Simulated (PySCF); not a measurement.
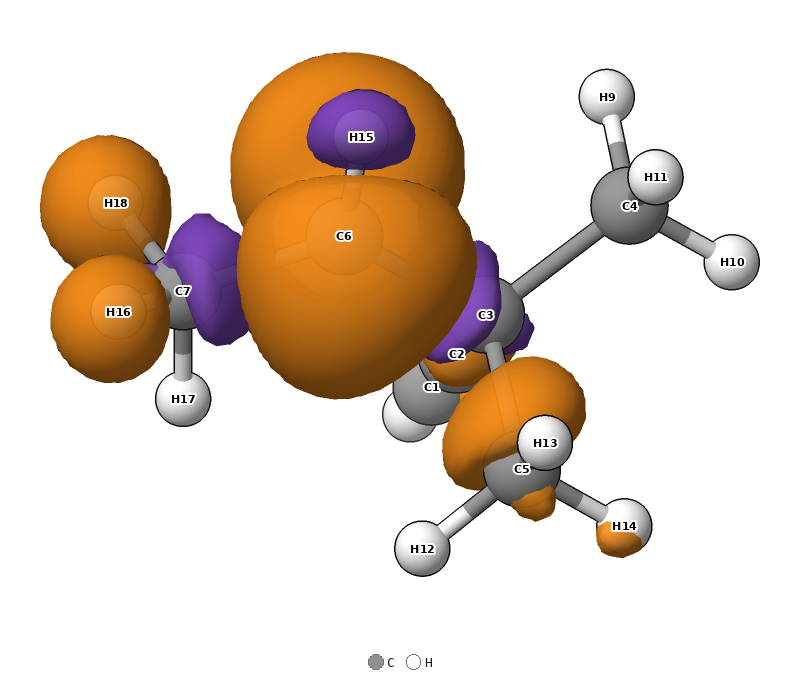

Figure. C$_{7}$H$_{11}$ (SMILES C#CC(C)(C)[CH]C) (doublet). Isosurfaces of the spin density (α minus β) at +0.015 (orange) and −0.015 e/Å³ (purple), seen from one side.

Geometry: GFN2-xTB.

Level of theory: PySCF 2.14.0, density-fitted response routines, UKS B3LYP, pcH-1 on C H, non-relativistic, mean-field spin-orbit, GIAO.

```csv
atom,x (Å),y (Å),z (Å)
C,-0.4996,2.4286,-0.6614
C,-0.4626,1.2624,-0.3949
C,-0.4037,-0.1619,-0.0741
C,-1.3862,-0.9163,-0.9803
C,-0.8330,-0.3360,1.4040
C,0.9869,-0.6585,-0.2733
C,2.1785,0.1015,0.1549
H,-0.5373,3.4503,-0.8978
H,-1.1057,-0.7954,-2.0244
H,-2.3951,-0.5320,-0.8471
H,-1.3803,-1.9764,-0.7361
H,-0.1598,0.2107,2.0598
H,-0.8054,-1.3897,1.6723
H,-1.8433,0.0419,1.5468
H,1.1276,-1.6199,-0.7373
H,2.8269,-0.5065,0.7933
H,1.8959,1.0049,0.6906
H,2.7874,0.3984,-0.7068
```

### Describe the spin distribution.

The unpaired spin (1 electron) lies mostly on C6 (about 0.7), in electrons by Hirshfeld's partition.
